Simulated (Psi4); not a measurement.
# C2H3BF (SMILES C=[C]BF): UB2PLYP/def2-SVPD (density fitting for correlation)

Aim: the vertical ionisation energy of C2H3BF at UB2PLYP/def2-SVPD (density fitting for correlation), from 2 runs. 

Program for the calculation: Psi4 1.11.

1 further run of the same task is left out (set aside as unsound or not needed).

### Step 1. The structure to begin with

C2H3BF has 7 atoms, charge 0, and is taken as a doublet. SMILES: `C=[C]BF`. The coordinates come from a GFN2-xTB relaxation.

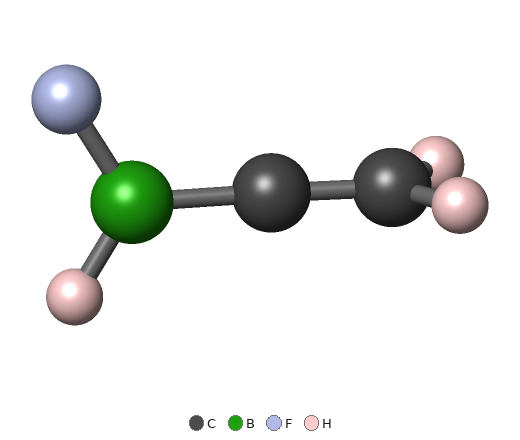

Viewed from a chosen angle; carbon dark grey, boron green, fluorine light blue, hydrogen pink.

### Step 2. The energy at UB2PLYP/def2-SVPD (density fitting for correlation)

Contents of c2h3bf_ase.py:

```python
import numpy as np
from ase.calculators.psi4 import Psi4
from ase import Atoms

mol = Atoms(['C', 'C', 'B', 'F', 'H', 'H', 'H'], positions=[
    [-0.739240, 1.166810, 0.113650],
    [-0.055700, 0.085330, 0.002100],
    [0.727900, -1.161970, -0.160850],
    [1.279660, -1.738220, 0.911270],
    [-0.299040, 2.156100, 0.042360],
    [-1.809590, 1.177770, 0.290350],
    [0.896010, -1.685820, -1.198900],
])
calc = Psi4(atoms=mol, method='b2plyp', basis='def2-SVPD', memory='1600MB', num_threads=1, charge=0, multiplicity=2, label='c2h3bf', reference='uks')
calc.psi4.set_options({'puream': True, 'e_convergence': 1e-09, 'd_convergence': 1e-08, 'scf_type': 'pk', 'dft_radial_points': 99, 'dft_spherical_points': 590, 'num_frozen_docc': 4, 'maxiter': 200})
mol.calc = calc

print(f'energy: {mol.get_potential_energy():.6f} eV')
```

Launch:

```
$ python c2h3bf_ase.py
```

c2h3bf.dat:

```text
[...]
  Running in c1 symmetry.
[...]
  Nuclear repulsion =   88.617305522116666
[...]
  Multiplicity = 2
[...]
  Nalpha       = 15
  Nbeta        = 14
[...]
    Number of basis functions: 107
[...]
   @UKS iter   1:  -202.05746833504475   -7.44527e-01   4.25069e-03 ADIIS/DIIS
[...]
   @UKS iter  15:  -202.16899349167420   -2.10321e-12   7.75018e-09 DIIS
[...]
   @S^2 Observed:                7.657092577E-01
[...]
    Orbital Energies [Eh]
    ---------------------
    Alpha Occupied:
       1A    -25.364494     2A    -10.661525     3A    -10.652647
       4A     -7.175516     5A     -1.353685     6A     -0.905625
       7A     -0.711979     8A     -0.629245     9A     -0.571831
      10A     -0.555587    11A     -0.554622    12A     -0.537619
      13A     -0.431088    14A     -0.356041    15A     -0.308833
    Alpha Virtual:
      16A      0.029184    17A      0.047611    18A      0.056175
      19A      0.077082    20A      0.115181    21A      0.121364
      22A      0.142555    23A      0.152033    24A      0.176709
      25A      0.177537    26A      0.189258    27A      0.199335
[...]
  @UKS Final Energy:  -202.16899349167420
   => Energetics <=
    Nuclear Repulsion Energy =             88.6173055221166663
    One-Electron Energy =                -451.3816703022404795
    Two-Electron Energy =                 173.2478704229681910
    DFT Exchange-Correlation Energy =     -12.6524991345185995
    Empirical Dispersion Energy =           0.0000000000000000
    VV10 Nonlocal Energy =                  0.0000000000000000
    Total Energy =                       -202.1689934916742004
[...]
 Multipole Moments:
 ------------------------------------------------------------------------------------
     Multipole            Electronic (a.u.)      Nuclear  (a.u.)        Total (a.u.)
 ------------------------------------------------------------------------------------
 L = 1.  Multiply by 2.5417464519 to convert [e a0] to [Debye]
 Dipole X            :          2.9007182           -3.3842497           -0.4835314
 Dipole Y            :         -4.0854304            4.7604221            0.6749916
 Dipole Z            :          1.5011185           -1.7760239           -0.2749054
 Magnitude           :                                                    0.8746367
[...]
```

The script printed:

```text
energy: -5505.988223 eV
```

Wall time 37 s (1 thread of Intel Xeon Platinum 8488C (Sapphire Rapids), shared host); peak memory 0.63 GiB.

### Step 3. The singlet cation

Contents of c2h3bf.py:

```python
import psi4

psi4.set_memory(1600000000)
psi4.set_num_threads(1)
psi4.core.set_output_file('psi4.out', False)

mol = psi4.geometry("""
1 1
C     -0.739240     1.166810     0.113650
C     -0.055700     0.085330     0.002100
B      0.727900    -1.161970    -0.160850
F      1.279660    -1.738220     0.911270
H     -0.299040     2.156100     0.042360
H     -1.809590     1.177770     0.290350
H      0.896010    -1.685820    -1.198900
units angstrom
symmetry c1
""")

psi4.set_options({
    'puream': True,
    'e_convergence': 1e-09,
    'd_convergence': 1e-08,
    'scf_type': 'pk',
    'dft_radial_points': 99,
    'dft_spherical_points': 590,
    'num_frozen_docc': 4,
})

result = psi4.energy("b2plyp/def2-SVPD")
print(f'total energy {result:.8f} hartree = {result * 27.211386:.5f} eV')
for k, v in sorted(psi4.core.scalar_variables().items()):
    print(f'{k:45s} {v:18.10f}')
```

Launch:

```
$ python c2h3bf.py
```

psi4.out:

```text
[...]
  Running in c1 symmetry.
[...]
  Nuclear repulsion =   88.617305522116666
[...]
  Multiplicity = 1
[...]
  Nalpha       = 14
  Nbeta        = 14
[...]
    Number of basis functions: 107
[...]
   @RKS iter   1:  -201.76167995661407   -4.48738e-01   3.38267e-03 ADIIS/DIIS
[...]
   @RKS iter  11:  -201.82252025200961   -2.32774e-11   9.11775e-09 DIIS
[...]
    Orbital Energies [Eh]
    ---------------------
    Doubly Occupied:
       1A    -25.593384     2A    -11.009248     3A    -10.943224
       4A     -7.436752     5A     -1.573998     6A     -1.193996
       7A     -0.983068     8A     -0.870067     9A     -0.828481
      10A     -0.801792    11A     -0.785140    12A     -0.756160
      13A     -0.669941    14A     -0.630773
[...]
  @RKS Final Energy:  -201.82252025200961
   => Energetics <=
    Nuclear Repulsion Energy =             88.6173055221166663
    One-Electron Energy =                -443.7386332832795119
    Two-Electron Energy =                 165.7878200255826755
    DFT Exchange-Correlation Energy =     -12.4890125164294687
    Empirical Dispersion Energy =           0.0000000000000000
    VV10 Nonlocal Energy =                  0.0000000000000000
    Total Energy =                       -201.8225202520096104
[...]
 Multipole Moments:
 ------------------------------------------------------------------------------------
     Multipole            Electronic (a.u.)      Nuclear  (a.u.)        Total (a.u.)
 ------------------------------------------------------------------------------------
 L = 1.  Multiply by 2.5417464519 to convert [e a0] to [Debye]
 Dipole X            :          1.9825105           -3.3842497           -1.4017391
 Dipole Y            :         -2.7924243            4.7604221            1.9679977
 Dipole Z            :          1.0251876           -1.7760239           -0.7508364
 Magnitude           :                                                    2.5301468
[...]
```

On the terminal:

```text
total energy -201.99325195 hartree = -5496.51635 eV
B2PLYP DOUBLE-HYBRID CORRECTION ENERGY             -0.1707316941
B2PLYP TOTAL ENERGY                              -201.9932519461
CURRENT ENERGY                                   -201.9932519461
CURRENT REFERENCE ENERGY                         -201.8225202520
DD SOLVATION ENERGY                                 0.0000000000
DFT FUNCTIONAL TOTAL ENERGY                      -201.8225202520
DFT TOTAL ENERGY                                 -201.9932519461
DFT VV10 ENERGY                                     0.0000000000
DFT XC ENERGY                                     -12.4890125164
DOUBLE-HYBRID CORRECTION ENERGY                    -0.1707316941
GRID ELECTRONS ALPHA                               13.9999999226
GRID ELECTRONS BETA                                13.9999999226
GRID ELECTRONS TOTAL                               27.9999998451
NUCLEAR REPULSION ENERGY                           88.6173055221
ONE-ELECTRON ENERGY                              -443.7386332833
PCM POLARIZATION ENERGY                             0.0000000000
PE ENERGY                                           0.0000000000
SCF ITERATION ENERGY                             -201.8225202520
SCF ITERATIONS                                     11.0000000000
SCF TOTAL ENERGY                                 -201.8225202520
TWO-ELECTRON ENERGY                               165.7878200256
XC GRID RADIAL POINTS                              99.0000000000
XC GRID SPHERICAL POINTS                          590.0000000000
XC GRID TOTAL POINTS                           393868.0000000000
```

It took 20 s on 1 thread of Intel Xeon Platinum 8488C (Sapphire Rapids), shared host; peak memory 0.62 GiB.

### Step 4. Outcome

Level: UB2PLYP/def2-SVPD (density fitting for correlation), 4 core orbitals frozen.

```
                                                                quantity          value
                                            doublet C2H3BF: total energy  -202.34134 Eh
doublet C2H3BF: HOMO energy (SCF part's orbitals) (highest over α and β)       -8.40 eV
 doublet C2H3BF: LUMO energy (SCF part's orbitals) (lowest over α and β)       -1.80 eV
                                                    doublet C2H3BF: ⟨S²⟩          0.766
                                            singlet cation: total energy  -201.99325 Eh
                       singlet cation: HOMO energy (SCF part's orbitals)      -17.16 eV
                       singlet cation: LUMO energy (SCF part's orbitals)      -10.39 eV
                     singlet cation: HOMO–LUMO gap (SCF part's orbitals)        6.77 eV
                      vertical ionisation energy (to the singlet cation)       9.472 eV
```

Removing an electron at fixed nuclei costs 9.47 eV (914 kJ/mol). Only the singlet of the ionised species was computed; a triplet could lie lower.
